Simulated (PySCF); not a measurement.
# B2FH7N2: electronic excitations at several levels of theory

How much do the electronic excitations of B2FH7N2 (`F[BH-]1[NH2+][BH2-][NH2+]1`) depend on the level of theory, and what does each level cost?

Programs: PySCF 2.14.0, with density-fitted response routines of our own. Each step states its level of theory. These are calculated values for one molecule in the gas phase, unless marked as measured. Atoms are numbered from 0 throughout.

### 1 Starting geometry

12 atoms, charge 0, multiplicity 1; geometry from: GFN2-xTB.

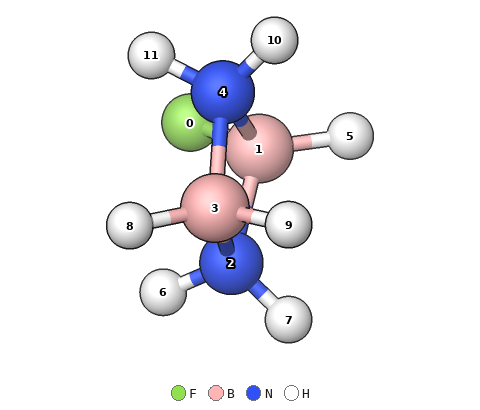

As it starts; fluorine green, boron pink, nitrogen blue, hydrogen white, atoms numbered.

### 2 Optimising the geometry at PBE0-D3(BJ)/def2-SVP

The job: settings as JSON, then the geometry in Å.

```
{"job": {"xc": "PBE0", "basis": "def2-SVP", "d3": "d3bj", "grid": 1, "kind": "geom"}, "charge": 0, "multiplicity": 1}
F      1.866486     0.017796    -1.086883
B      1.076215    -0.131355     0.033350
N     -0.142000    -1.094552    -0.276027
B     -1.115291     0.097041     0.142831
N      0.111746     1.113942     0.196820
H      1.692152    -0.410566     1.006125
H     -0.191499    -1.332976    -1.259429
H     -0.203594    -1.948444     0.262232
H     -1.900450     0.368129    -0.702014
H     -1.565014    -0.082206     1.223046
H      0.211366     1.668367     1.036673
H      0.161083     1.734137    -0.602751
```

The log of the run:

```text
step   0  E = -262.93122342  max force = 0.016340
step   1  E = -262.93330279  max force = 0.003082
step   2  E = -262.93332883  max force = 0.001004
step   3  E = -262.93333238  max force = 0.000278
optimisation converged
```

It took 16 s on 1 thread, shared host.

Along the way:

| step | energy from step 0 (eV) | largest force component (eV/Å) |
| --- | --- | --- |
| 0 | 0.0000 | 0.8402 |
| 1 | -0.0566 | 0.1585 |
| 2 | -0.0573 | 0.0516 |
| 3 | -0.0574 | 0.0143 |

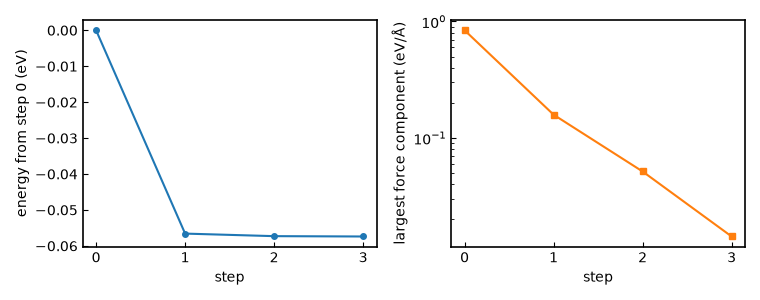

Energy and largest force along the relaxation.

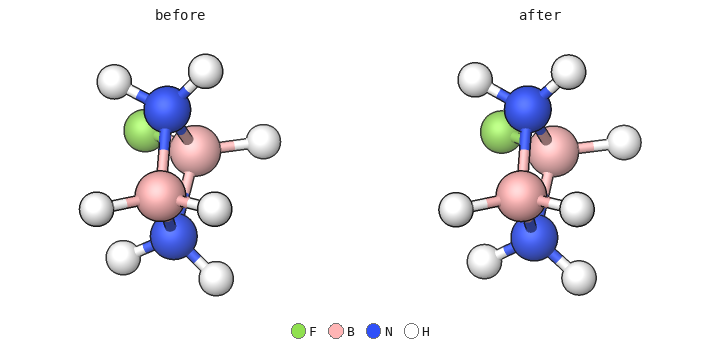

Before and after, at one scale.

Distances of close pairs at the start and the end, largest changes first:

| bond | before (Å) | after (Å) | change (Å) |
| --- | --- | --- | --- |
| B1–H5 | 1.185 | 1.220 | +0.036 |
| B3–H9 | 1.184 | 1.216 | +0.033 |
| B3–H8 | 1.185 | 1.217 | +0.032 |
| B1–N2 | 1.584 | 1.594 | +0.010 |
| B1–N4 | 1.584 | 1.594 | +0.010 |
| N2–H6 | 1.013 | 1.018 | +0.005 |
| N4–H11 | 1.013 | 1.018 | +0.005 |
| N2–H7 | 1.011 | 1.016 | +0.004 |

The next job starts from the end point, and lists it.

| at the end point | value |
| --- | --- |
| point group (found at 0.08 Å tolerance) | Cs |
| rotational constants (GHz, main isotopes) | 8.211, 4.487, 3.382 |
| dipole moment (D) | 0.59 |

### 3 Ultraviolet spectrum: HF/def2-SVPD

The job: settings as JSON, then the geometry in Å.

```
{"job": {"kind": "uv", "xc": "HF", "basis": "def2-SVPD", "ip": true}, "charge": 0, "multiplicity": 1}
F      1.736520     0.091788    -1.160431
B      0.973932    -0.057554    -0.022362
N     -0.256171    -1.036265    -0.286634
B     -1.214218     0.171007     0.138929
N      0.011892     1.196014     0.187595
H      1.582477    -0.346242     0.995379
H     -0.327312    -1.313323    -1.264039
H     -0.289016    -1.871424     0.290513
H     -2.029947     0.451720    -0.719460
H     -1.676223    -0.009805     1.249402
H      0.141587     1.712420     1.052520
H      0.051661     1.850667    -0.591405
```

Level: TDDFT HF/def2-SVPD, vertical, gas phase, core orbitals frozen in the response.

The log of the run:

```text
final grid: 93608 points
cycle   1  E = -261.6630527154  dE =  7.434e-01  |g| = 5.445e-01  |ddm| = 4.245e+00
cycle   2  E = -261.7320241629  dE = -6.897e-02  |g| = 2.743e-01  |ddm| = 1.334e+00
cycle   3  E = -261.7446736352  dE = -1.265e-02  |g| = 6.612e-02  |ddm| = 3.122e-01
cycle   4  E = -261.7458780953  dE = -1.204e-03  |g| = 7.614e-03  |ddm| = 1.698e-01
cycle   5  E = -261.7459059116  dE = -2.782e-05  |g| = 2.061e-03  |ddm| = 3.254e-02
cycle   6  E = -261.7459080110  dE = -2.099e-06  |g| = 6.038e-04  |ddm| = 1.000e-02
cycle   7  E = -261.7459081788  dE = -1.678e-07  |g| = 1.863e-04  |ddm| = 1.863e-03
cycle   8  E = -261.7459081927  dE = -1.394e-08  |g| = 4.885e-05  |ddm| = 4.932e-04
cycle   9  E = -261.7459081936  dE = -9.225e-10  |g| = 8.924e-06  |ddm| = 1.537e-04
converged SCF energy = -261.7459081936

Static polarisability (au): isotropic 43.691, principal 42.653 42.751 45.670

Singlet excitations
state   eV       nm        f      main configurations
  1   8.9982    137.8   0.05353   H->L 0.77
  2   9.2504    134.0   0.02379   H-1->L 0.60, H->L+1 0.16
  3   9.3508    132.6   0.00002   H->L+2 0.81
  4   9.7629    127.0   0.00013   H-1->L+2 0.71, H-1->L+7 0.10
  5   9.8141    126.3   0.03005   H->L+1 0.40, H->L+3 0.17, H-1->L 0.13
  6  10.2667    120.8   0.02306   H->L+3 0.27, H-1->L+1 0.20, H-1->L+4 0.19
  7  10.3800    119.4   0.00378   H->L+3 0.29, H-1->L+1 0.19, H->L+1 0.11
  8  10.7021    115.9   0.31712   H->L+4 0.29, H-1->L+3 0.28
  9  10.7904    114.9   0.07534   H-1->L+3 0.25, H->L+6 0.20, H->L+4 0.13
 10  10.9267    113.5   0.02728   H->L+5 0.60, H-3->L+3 0.09, H-2->L+2 0.09

Triplet excitations (Tamm-Dancoff, eV): 8.4434 8.6309 8.9331 8.9799
Vertical ionisation energy (delta-SCF) = 10.6766 eV
```

Run time: 19 s. Hardware: 1 thread, shared host.

Frontier orbitals and where they lie:

| orbital | eV | atoms |
| --- | --- | --- |
| HOMO−3 | -14.31 | N4 26 %, N2 26 %, F0 24 % |
| HOMO−2 | -13.96 | B3 19 %, B1 19 %, H5 18 % |
| HOMO−1 | -12.14 | B3 36 %, H9 28 %, H8 10 % |
| HOMO | -11.65 | B3 16 %, B1 16 %, H8 16 % |
| LUMO | 2.04 | B3 45 %, B1 22 %, H10 6 % |
| LUMO+1 | 2.67 | B1 39 %, B3 25 %, F0 9 % |
| LUMO+2 | 2.92 | H7 15 %, H10 15 %, H11 11 % |

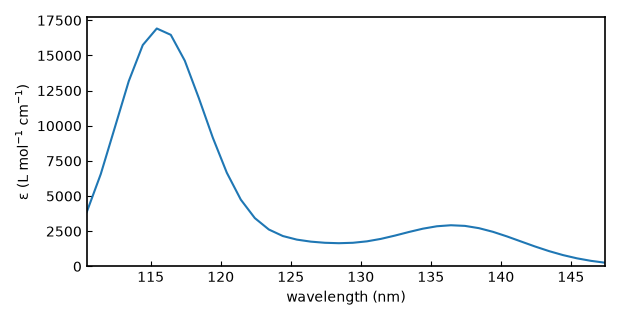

Absorption spectrum: each of the 10 states is a Gaussian band of 0.4 eV half-width at 1/e. Beyond the last state computed it falls off for lack of states.

Further results of this job:

| property | computed |
| --- | --- |
| dipole moment (D) | 0.86 |
| polarisability (Å³) | 6.47 |
| HOMO–LUMO gap (eV) | 13.69 |
| −ε(HOMO) (eV) | 11.65 |

### 4 TDDFT and polarisability: LDA/def2-SVPD

The job, as its differences from that of step 3:

```diff
@@ -1,2 +1,2 @@
-{"job": {"kind": "uv", "xc": "HF", "basis": "def2-SVPD", "ip": true}, "charge": 0, "multiplicity": 1}
+{"job": {"kind": "uv", "xc": "LDA", "basis": "def2-SVPD", "ip": true}, "charge": 0, "multiplicity": 1}
 F      1.736520     0.091788    -1.160431
```

Method: TDDFT LDA/def2-SVPD, vertical, gas phase, core orbitals frozen in the response.

The log of the run:

```text
coarse grid: 9728 points
cycle   1  E = -261.0015555918  dE =  2.746e-01  |g| = 6.046e-01  |ddm| = 4.858e+00
cycle   2  E = -260.8481460131  dE =  1.534e-01  |g| = 1.112e+00  |ddm| = 2.047e+00
cycle   3  E = -261.0866218288  dE = -2.385e-01  |g| = 1.121e-01  |ddm| = 1.193e+00
cycle   4  E = -261.0891963879  dE = -2.575e-03  |g| = 4.800e-02  |ddm| = 2.375e-01
cycle   5  E = -261.0896351633  dE = -4.388e-04  |g| = 1.455e-02  |ddm| = 7.763e-02
cycle   6  E = -261.0896787883  dE = -4.362e-05  |g| = 4.844e-03  |ddm| = 2.604e-02
cycle   7  E = -261.0896841847  dE = -5.396e-06  |g| = 4.659e-04  |ddm| = 8.922e-03
final grid: 93608 points
cycle   8  E = -261.1178085618  dE = -7.937e-05  |g| = 6.695e-03  |ddm| = 1.896e-01
cycle   9  E = -261.1177913151  dE =  1.725e-05  |g| = 1.154e-02  |ddm| = 1.810e-02
cycle  10  E = -261.1178174550  dE = -2.614e-05  |g| = 5.692e-04  |ddm| = 1.102e-02
cycle  11  E = -261.1178175185  dE = -6.356e-08  |g| = 1.958e-04  |ddm| = 1.169e-03
cycle  12  E = -261.1178175292  dE = -1.069e-08  |g| = 3.405e-05  |ddm| = 4.715e-04
cycle  13  E = -261.1178175295  dE = -3.231e-10  |g| = 9.673e-06  |ddm| = 8.266e-05
converged SCF energy = -261.1178175295

Static polarisability (au): isotropic 50.460, principal 48.892 48.903 53.585

Singlet excitations
state   eV       nm        f      main configurations
  1   6.3058    196.6   0.00496   H->L 0.99
  2   6.6714    185.8   0.00054   H->L+1 1.00
  3   6.7036    185.0   0.00973   H-1->L 0.99
  4   7.1273    174.0   0.00000   H-1->L+1 1.00
  5   7.1983    172.2   0.00730   H->L+2 0.99
  6   7.5699    163.8   0.00490   H->L+3 0.97
  7   7.6754    161.5   0.04497   H-1->L+2 0.96
  8   7.9733    155.5   0.02467   H-2->L 0.99
  9   8.0200    154.6   0.01278   H-3->L 0.71, H-1->L+3 0.27
 10   8.0500    154.0   0.02260   H-1->L+3 0.72, H-3->L 0.27

Triplet excitations (Tamm-Dancoff, eV): 6.1507 6.5720 6.6037 7.0228
Vertical ionisation energy (delta-SCF) = 10.8408 eV
```

Wall time 63 s (1 thread, shared host).

This run: HOMO -6.72 eV, LUMO -0.50 eV; lowest singlet 6.31 eV.

### 5 Ultraviolet spectrum: PBE/def2-SVPD

The job, as its differences from that of step 4:

```diff
@@ -1,2 +1,2 @@
-{"job": {"kind": "uv", "xc": "LDA", "basis": "def2-SVPD", "ip": true}, "charge": 0, "multiplicity": 1}
+{"job": {"kind": "uv", "xc": "PBE", "basis": "def2-SVPD", "ip": true}, "charge": 0, "multiplicity": 1}
 F      1.736520     0.091788    -1.160431
```

Level: TDDFT PBE/def2-SVPD, vertical, gas phase, core orbitals frozen in the response.

The log of the run:

```text
coarse grid: 9728 points
cycle   1  E = -262.7979442148  dE =  2.844e-01  |g| = 6.132e-01  |ddm| = 4.863e+00
cycle   2  E = -262.6413519344  dE =  1.566e-01  |g| = 1.126e+00  |ddm| = 2.109e+00
cycle   3  E = -262.8825674684  dE = -2.412e-01  |g| = 1.169e-01  |ddm| = 1.252e+00
cycle   4  E = -262.8853428687  dE = -2.775e-03  |g| = 4.952e-02  |ddm| = 2.447e-01
cycle   5  E = -262.8858280851  dE = -4.852e-04  |g| = 1.419e-02  |ddm| = 8.491e-02
cycle   6  E = -262.8858711103  dE = -4.303e-05  |g| = 4.612e-03  |ddm| = 2.930e-02
cycle   7  E = -262.8858762356  dE = -5.125e-06  |g| = 4.423e-04  |ddm| = 8.212e-03
final grid: 93608 points
cycle   8  E = -262.9151076590  dE = -5.982e-05  |g| = 1.305e-02  |ddm| = 2.019e-01
cycle   9  E = -262.9150276048  dE =  8.005e-05  |g| = 2.306e-02  |ddm| = 3.827e-02
cycle  10  E = -262.9151456414  dE = -1.180e-04  |g| = 1.599e-03  |ddm| = 2.375e-02
cycle  11  E = -262.9151461577  dE = -5.164e-07  |g| = 3.702e-04  |ddm| = 2.450e-03
cycle  12  E = -262.9151461761  dE = -1.835e-08  |g| = 1.393e-04  |ddm| = 4.998e-04
cycle  13  E = -262.9151461804  dE = -4.338e-09  |g| = 1.617e-05  |ddm| = 2.304e-04
cycle  14  E = -262.9151461805  dE = -5.798e-11  |g| = 1.981e-06  |ddm| = 3.074e-05
converged SCF energy = -262.9151461805

Static polarisability (au): isotropic 49.769, principal 48.149 48.387 52.773

Singlet excitations
state   eV       nm        f      main configurations
  1   6.2777    197.5   0.00362   H->L 0.99
  2   6.6660    186.0   0.00046   H->L+1 1.00
  3   6.7316    184.2   0.00790   H-1->L 1.00
  4   7.1773    172.7   0.00000   H-1->L+1 1.00
  5   7.1928    172.4   0.00684   H->L+2 0.99
  6   7.5092    165.1   0.00709   H->L+3 0.99
  7   7.7230    160.5   0.03566   H-1->L+2 0.98
  8   7.8337    158.3   0.02390   H-2->L 1.00
  9   7.9957    155.1   0.00459   H-3->L 0.91
 10   8.0454    154.1   0.02777   H-1->L+3 0.91

Triplet excitations (Tamm-Dancoff, eV): 6.1120 6.5490 6.6135 6.9945
Vertical ionisation energy (delta-SCF) = 9.7802 eV
```

It took 68 s on 1 thread, shared host.

In short: HOMO -6.65 eV, LUMO -0.45 eV; lowest singlet 6.28 eV.

### 6 Excited states and response: B3LYP/def2-SVPD

The job, as its differences from that of step 5:

```diff
@@ -1,2 +1,2 @@
-{"job": {"kind": "uv", "xc": "PBE", "basis": "def2-SVPD", "ip": true}, "charge": 0, "multiplicity": 1}
+{"job": {"kind": "uv", "xc": "B3LYP", "basis": "def2-SVPD", "ip": true}, "charge": 0, "multiplicity": 1}
 F      1.736520     0.091788    -1.160431
```

Method: TDDFT B3LYP/def2-SVPD, vertical, gas phase, core orbitals frozen in the response.

The log of the run:

```text
coarse grid: 9728 points
cycle   1  E = -263.1524899069  dE =  3.592e-01  |g| = 5.760e-01  |ddm| = 4.720e+00
cycle   2  E = -263.0987590123  dE =  5.373e-02  |g| = 8.459e-01  |ddm| = 1.705e+00
cycle   3  E = -263.2223725203  dE = -1.236e-01  |g| = 7.276e-02  |ddm| = 7.786e-01
cycle   4  E = -263.2232816672  dE = -9.091e-04  |g| = 3.381e-02  |ddm| = 1.539e-01
cycle   5  E = -263.2235216566  dE = -2.400e-04  |g| = 8.121e-03  |ddm| = 5.142e-02
cycle   6  E = -263.2235354291  dE = -1.377e-05  |g| = 2.368e-03  |ddm| = 1.596e-02
cycle   7  E = -263.2235368195  dE = -1.390e-06  |g| = 1.902e-04  |ddm| = 4.856e-03
final grid: 93608 points
cycle   8  E = -263.2484333402  dE = -5.595e-05  |g| = 6.541e-03  |ddm| = 1.615e-01
cycle   9  E = -263.2484245932  dE =  8.747e-06  |g| = 9.238e-03  |ddm| = 1.547e-02
cycle  10  E = -263.2484423583  dE = -1.777e-05  |g| = 3.403e-04  |ddm| = 8.462e-03
cycle  11  E = -263.2484423678  dE = -9.469e-09  |g| = 2.911e-04  |ddm| = 7.115e-04
cycle  12  E = -263.2484423814  dE = -1.360e-08  |g| = 4.044e-05  |ddm| = 2.866e-04
cycle  13  E = -263.2484423817  dE = -3.109e-10  |g| = 1.255e-05  |ddm| = 9.097e-05
converged SCF energy = -263.2484423817

Static polarisability (au): isotropic 47.952, principal 46.612 46.679 50.565

Singlet excitations
state   eV       nm        f      main configurations
  1   6.9638    178.0   0.00568   H->L 0.99
  2   7.3416    168.9   0.00022   H->L+1 0.99
  3   7.4073    167.4   0.01339   H-1->L 0.98
  4   7.8470    158.0   0.00001   H-1->L+1 0.99
  5   7.8705    157.5   0.00608   H->L+2 0.91
  6   8.2025    151.2   0.00783   H->L+3 0.92
  7   8.4597    146.6   0.04827   H-1->L+2 0.94
  8   8.6863    142.7   0.02914   H-1->L+3 0.86
  9   8.7280    142.1   0.01892   H-3->L 0.97
 10   8.8363    140.3   0.00467   H-2->L 0.93

Triplet excitations (Tamm-Dancoff, eV): 6.7698 7.1958 7.2627 7.6486
Vertical ionisation energy (delta-SCF) = 10.2742 eV
```

It took 64 s on 1 thread, shared host.

In short: HOMO -7.91 eV, LUMO -0.06 eV; lowest singlet 6.96 eV.

### 7 Excited states and response: PBE0/def2-SVPD

The job, as its differences from that of step 6:

```diff
@@ -1,2 +1,2 @@
-{"job": {"kind": "uv", "xc": "B3LYP", "basis": "def2-SVPD", "ip": true}, "charge": 0, "multiplicity": 1}
+{"job": {"kind": "uv", "xc": "PBE0", "basis": "def2-SVPD", "ip": true}, "charge": 0, "multiplicity": 1}
 F      1.736520     0.091788    -1.160431
```

Method: TDDFT PBE0/def2-SVPD, vertical, gas phase, core orbitals frozen in the response.

The log of the run:

```text
coarse grid: 9728 points
cycle   1  E = -262.8614313764  dE =  3.788e-01  |g| = 5.252e-01  |ddm| = 4.507e+00
cycle   2  E = -262.8364564583  dE =  2.497e-02  |g| = 7.029e-01  |ddm| = 1.506e+00
cycle   3  E = -262.9207689396  dE = -8.431e-02  |g| = 6.358e-02  |ddm| = 6.534e-01
cycle   4  E = -262.9214651944  dE = -6.963e-04  |g| = 2.769e-02  |ddm| = 1.352e-01
cycle   5  E = -262.9216331124  dE = -1.679e-04  |g| = 6.757e-03  |ddm| = 4.318e-02
cycle   6  E = -262.9216425172  dE = -9.405e-06  |g| = 2.069e-03  |ddm| = 1.312e-02
final grid: 93608 points
cycle   7  E = -262.9429789098  dE = -4.070e-05  |g| = 8.908e-03  |ddm| = 1.375e-01
cycle   8  E = -262.9429662194  dE =  1.269e-05  |g| = 1.184e-02  |ddm| = 1.991e-02
cycle   9  E = -262.9429961821  dE = -2.996e-05  |g| = 5.186e-04  |ddm| = 1.105e-02
cycle  10  E = -262.9429962225  dE = -4.042e-08  |g| = 2.366e-04  |ddm| = 8.466e-04
cycle  11  E = -262.9429962312  dE = -8.671e-09  |g| = 4.866e-05  |ddm| = 2.872e-04
cycle  12  E = -262.9429962317  dE = -5.036e-10  |g| = 1.058e-05  |ddm| = 1.061e-04
converged SCF energy = -262.9429962317

Static polarisability (au): isotropic 47.470, principal 45.992 46.244 50.175

Singlet excitations
state   eV       nm        f      main configurations
  1   7.2067    172.0   0.00703   H->L 0.99
  2   7.5883    163.4   0.00023   H->L+1 0.99
  3   7.6373    162.3   0.01563   H-1->L 0.96
  4   8.0806    153.4   0.00625   H->L+2 0.87, H->L+3 0.09
  5   8.0844    153.4   0.00001   H-1->L+1 0.98
  6   8.4465    146.8   0.00828   H->L+3 0.89, H->L+2 0.09
  7   8.6862    142.7   0.05620   H-1->L+2 0.91
  8   8.8989    139.3   0.02718   H-1->L+3 0.82
  9   9.0604    136.8   0.01829   H-3->L 0.95
 10   9.1244    135.9   0.03066   H->L+4 0.68, H-2->L 0.21

Triplet excitations (Tamm-Dancoff, eV): 6.9877 7.4092 7.4371 7.7910
Vertical ionisation energy (delta-SCF) = 10.2708 eV
```

Run time: 80 s. Hardware: 1 thread, shared host.

In short: HOMO -8.09 eV, LUMO 0.25 eV; lowest singlet 7.21 eV.

### 8 Ultraviolet spectrum: BHandHLYP/def2-SVPD

The job, as its differences from that of step 7:

```diff
@@ -1,2 +1,2 @@
-{"job": {"kind": "uv", "xc": "PBE0", "basis": "def2-SVPD", "ip": true}, "charge": 0, "multiplicity": 1}
+{"job": {"kind": "uv", "xc": "BHandHLYP", "basis": "def2-SVPD", "ip": true}, "charge": 0, "multiplicity": 1}
 F      1.736520     0.091788    -1.160431
```

Level: TDDFT BHandHLYP/def2-SVPD, vertical, gas phase, core orbitals frozen in the response.

The log of the run:

```text
coarse grid: 9728 points
cycle   1  E = -263.0304464700  dE =  4.913e-01  |g| = 5.156e-01  |ddm| = 4.404e+00
cycle   2  E = -263.0470441965  dE = -1.660e-02  |g| = 5.154e-01  |ddm| = 1.388e+00
cycle   3  E = -263.0888974767  dE = -4.185e-02  |g| = 5.024e-02  |ddm| = 4.962e-01
cycle   4  E = -263.0893171580  dE = -4.197e-04  |g| = 2.014e-02  |ddm| = 1.022e-01
cycle   5  E = -263.0894098105  dE = -9.265e-05  |g| = 5.255e-03  |ddm| = 3.256e-02
cycle   6  E = -263.0894156996  dE = -5.889e-06  |g| = 1.220e-03  |ddm| = 7.681e-03
final grid: 93608 points
cycle   7  E = -263.1059161078  dE = -2.610e-05  |g| = 4.158e-03  |ddm| = 9.670e-02
cycle   8  E = -263.1059165537  dE = -4.459e-07  |g| = 4.024e-03  |ddm| = 9.968e-03
cycle   9  E = -263.1059198480  dE = -3.294e-06  |g| = 2.070e-04  |ddm| = 3.899e-03
cycle  10  E = -263.1059198578  dE = -9.748e-09  |g| = 1.432e-04  |ddm| = 6.707e-04
cycle  11  E = -263.1059198621  dE = -4.321e-09  |g| = 2.705e-05  |ddm| = 2.008e-04
cycle  12  E = -263.1059198622  dE = -1.342e-10  |g| = 9.280e-06  |ddm| = 5.151e-05
converged SCF energy = -263.1059198622

Static polarisability (au): isotropic 45.835, principal 44.613 44.742 48.152

Singlet excitations
state   eV       nm        f      main configurations
  1   7.8588    157.8   0.01223   H->L 0.95
  2   8.2110    151.0   0.00005   H->L+1 0.94
  3   8.2652    150.0   0.02418   H-1->L 0.88
  4   8.7040    142.4   0.00006   H-1->L+1 0.92
  5   8.7374    141.9   0.00907   H->L+2 0.58, H->L+3 0.27
  6   9.1184    136.0   0.01003   H->L+3 0.66, H->L+2 0.27
  7   9.3958    132.0   0.04808   H-1->L+2 0.79, H->L+4 0.10
  8   9.5127    130.3   0.05076   H-1->L+3 0.83
  9   9.7488    127.2   0.07485   H->L+4 0.64
 10   9.8316    126.1   0.00001   H->L+5 0.51, H-3->L 0.31

Triplet excitations (Tamm-Dancoff, eV): 7.5927 7.9926 8.0094 8.3991
Vertical ionisation energy (delta-SCF) = 10.6804 eV
```

Wall time 76 s (1 thread, shared host).

This run: HOMO -9.50 eV, LUMO 0.70 eV; lowest singlet 7.86 eV.

### 9 TDDFT and polarisability: CAM-B3LYP/def2-SVPD

The job, as its differences from that of step 8:

```diff
@@ -1,2 +1,2 @@
-{"job": {"kind": "uv", "xc": "BHandHLYP", "basis": "def2-SVPD", "ip": true}, "charge": 0, "multiplicity": 1}
+{"job": {"kind": "uv", "xc": "CAM-B3LYP", "basis": "def2-SVPD", "ip": true}, "charge": 0, "multiplicity": 1}
 F      1.736520     0.091788    -1.160431
```

Method: TDDFT CAM-B3LYP/def2-SVPD, vertical, gas phase, core orbitals frozen in the response.

The log of the run:

```text
coarse grid: 9728 points
cycle   1  E = -263.0396965171  dE =  5.100e-01  |g| = 5.435e-01  |ddm| = 4.581e+00
cycle   2  E = -263.0410303894  dE = -1.334e-03  |g| = 6.343e-01  |ddm| = 1.423e+00
cycle   3  E = -263.1031916232  dE = -6.216e-02  |g| = 5.419e-02  |ddm| = 5.391e-01
cycle   4  E = -263.1036479867  dE = -4.564e-04  |g| = 2.728e-02  |ddm| = 1.178e-01
cycle   5  E = -263.1038067612  dE = -1.588e-04  |g| = 6.952e-03  |ddm| = 3.922e-02
cycle   6  E = -263.1038169986  dE = -1.024e-05  |g| = 1.483e-03  |ddm| = 1.081e-02
cycle   7  E = -263.1038176204  dE = -6.218e-07  |g| = 2.296e-04  |ddm| = 3.744e-03
final grid: 93608 points
cycle   8  E = -263.1307323287  dE = -4.343e-05  |g| = 4.624e-03  |ddm| = 1.010e-01
cycle   9  E = -263.1307321102  dE =  2.185e-07  |g| = 4.911e-03  |ddm| = 1.142e-02
cycle  10  E = -263.1307369046  dE = -4.794e-06  |g| = 1.881e-04  |ddm| = 4.260e-03
cycle  11  E = -263.1307369141  dE = -9.535e-09  |g| = 1.263e-04  |ddm| = 6.979e-04
cycle  12  E = -263.1307369170  dE = -2.810e-09  |g| = 3.720e-05  |ddm| = 1.732e-04
cycle  13  E = -263.1307369172  dE = -2.362e-10  |g| = 7.886e-06  |ddm| = 6.934e-05
converged SCF energy = -263.1307369172

Static polarisability (au): isotropic 47.311, principal 46.032 46.087 49.816

Singlet excitations
state   eV       nm        f      main configurations
  1   7.4950    165.4   0.01047   H->L 0.94
  2   7.8581    157.8   0.00025   H->L+1 0.94
  3   7.9163    156.6   0.02339   H-1->L 0.87
  4   8.3473    148.5   0.00000   H-1->L+1 0.92
  5   8.3702    148.1   0.01141   H->L+2 0.57, H->L+3 0.27
  6   8.7312    142.0   0.00922   H->L+3 0.67, H->L+2 0.24
  7   9.0521    137.0   0.04923   H-1->L+2 0.75, H->L+4 0.10
  8   9.1397    135.7   0.03619   H-1->L+3 0.80
  9   9.3115    133.2   0.01027   H-3->L 0.80
 10   9.3669    132.4   0.05178   H->L+4 0.55, H-2->L 0.08

Triplet excitations (Tamm-Dancoff, eV): 7.2438 7.6571 7.6953 8.0695
Vertical ionisation energy (delta-SCF) = 10.5629 eV
```

Wall time 83 s (1 thread, shared host).

Key values: HOMO -9.56 eV, LUMO 0.84 eV; lowest singlet 7.50 eV.

[end of part 1 of 2]
